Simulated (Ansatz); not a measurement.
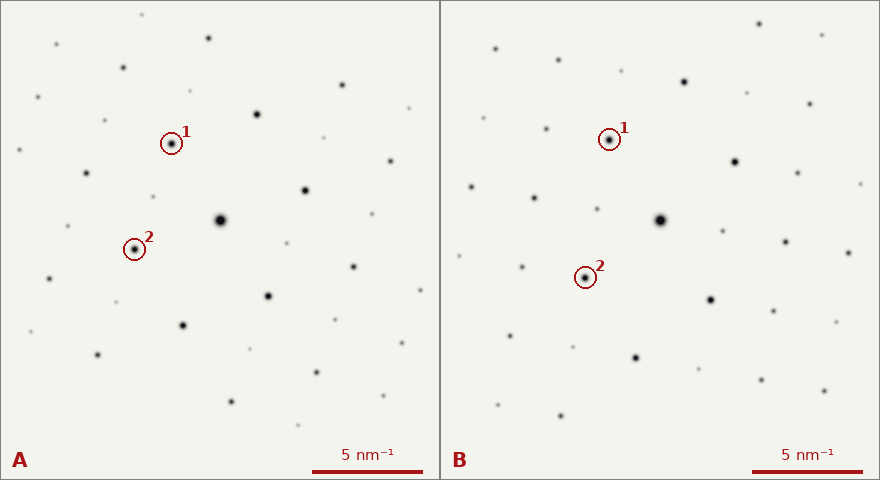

Kinematic electron diffraction patterns (120 kV, B = 0.5 Å², same scale) along [1-10] of the run's own cell, for the start and the end of one relaxation of Zn2H with Ansatz, DFT PBE, scalar-relativistic, plane waves, PAW. k mesh 8×8×12. The start is a generated model structure, and the relaxation ends in the nearest stationary point of its symmetry, not necessarily the ground state. Spot 1 is -1 -1 1 and spot 2 is -1 -1 -1 in both.

Start structure:

```
Zn H
1.0
     4.83377    0.00000    0.00000
     0.00000    4.83377    0.00000
     0.00000    0.00000    3.11344
Zn H
4 2
Direct
  0.30600 0.30600 0.00000
  0.19400 0.80600 0.50000
  0.69400 0.69400 0.00000
  0.80600 0.19400 0.50000
  0.00000 0.00000 0.00000
  0.50000 0.50000 0.50000
```

> Which pattern belongs to the start structure, and which to the relaxed one?

B is the start: its cell gives d(1) = 2.302 Å, d(2) = 2.302 Å and an angle of 95.3°. A is the relaxed structure, with d(1) = 2.417 Å (+5.0 %), d(2) = 2.417 Å (+5.0 %) and 76.6°.

> Name reflections whose intensity changes strongly on relaxation.

2 2 -1 goes from 10 to 2.2 % of the strongest spot.

> What did the relaxation do to the structure and the energy?

The volume changed by +1.7 % to 12.34 Å³ an atom; with the mean shift removed, the atoms moved by up to 0.10 Å relative to the cell (Zn most); the space group stayed P4_2/mnm (No. 136); the free energy fell by 57 meV an atom. Relaxed cell: a = 4.357 Å, b = 4.357 Å, c = 3.899 Å, α = 90.00°, β = 90.00°, γ = 90.00°.
